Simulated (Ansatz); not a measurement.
The reference is CsPbBr$_{3}$ in the cubic perovskite structure (space group Pm-3m, No. 221; a = 5.8722 Å).

It is then changed as follows: a hydrostatic pressure of 7 GPa.

Level of theory: plane-wave PAW DFT at the PBEsol level (Ansatz, an electronic-structure program, 420 eV), no SOC.

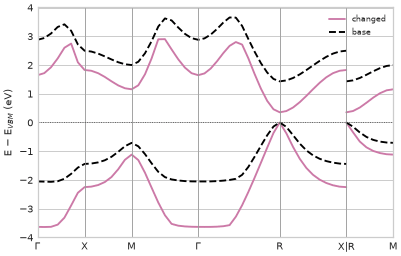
Fig. 1. Highest valence and lowest conduction band along the path, each from its own valence-band maximum

### Question
Read the changed gap and its character from the plot.

### Answer
About 0.4 eV, direct at R.

Spin-orbit coupling, missing from the scalar runs, can matter with Pb. Load acts through the strain it causes; cell and atoms are relaxed under it. No phonon test of stability was made. Competing high-pressure phases were not computed. Many cubic perovskites are stable only at high temperature; tilts and polar distortions were not tested. This is not the structure that CsPbBr3 has at room temperature and ambient pressure.
